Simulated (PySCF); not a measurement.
System: CH5Cl3P2Si2 (SMILES ClC(Cl)(Cl)[SiH]1P[SiH2]P1).

```xyz
13

Cl    2.5785   -1.8375   -0.6702
C     1.9122   -0.5956    0.3978
Cl    2.7310   -0.6743    1.9617
Cl    2.1919    1.0025   -0.3168
Si    0.0058   -0.8463    0.6378
P    -0.7206    1.1870    1.2849
Si   -1.6432    1.1670   -0.8042
P    -1.0201   -0.9486   -1.3771
H    -0.1446   -2.0359    1.4734
H    -1.8456    0.6952    1.9250
H    -3.1026    1.2607   -0.7843
H    -1.0296    2.2160   -1.6158
H     0.0825   -0.5895   -2.1298
```

Geometry: GFN2-xTB.

All numbers below come from CAM-B3LYP/def2-SVPD, SCF density, gas phase (PySCF).

What can the converged electron density and electron localisation function tell about the bonding?

Answer. C–Cl (1.77 Å): ρ is about 1.4 e/Å³ halfway; the ELF peaks at about 0.90 between the atoms: a shared electron pair.
C–Si (1.94 Å): the density is about 0.91 e/Å³ at the midpoint; the ELF peaks at about 1 between the atoms: localised, covalent bonding.
Si–P (2.26 Å): ρ is about 0.73 e/Å³ halfway, with its minimum of 0.64 e/Å³ about 0.8 Å from Si; the ELF peaks at about 0.95 between the atoms: localised, covalent bonding.
P–H (1.38 Å): the density is about 1.1 e/Å³ at the midpoint; the ELF climbs to about 1 towards the hydrogen, as it does in any bond to H.

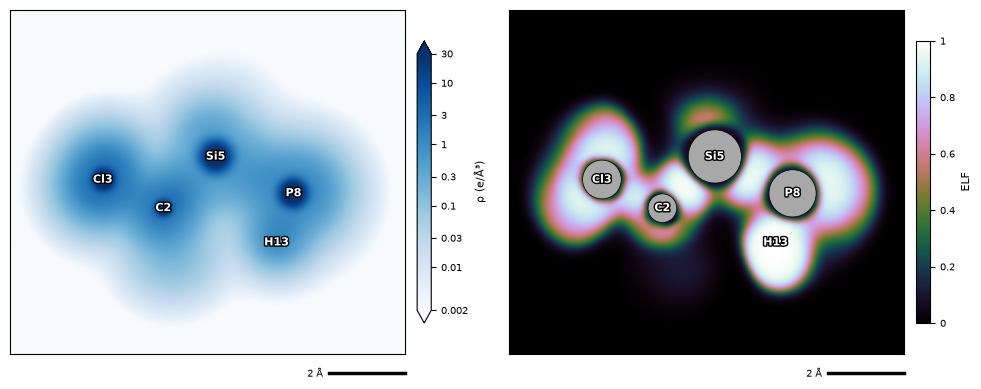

Computed electron density and electron localisation function on the plane of atoms C2, Si5 and P8, in this order. Grey discs cover the atomic cores in the ELF map. 
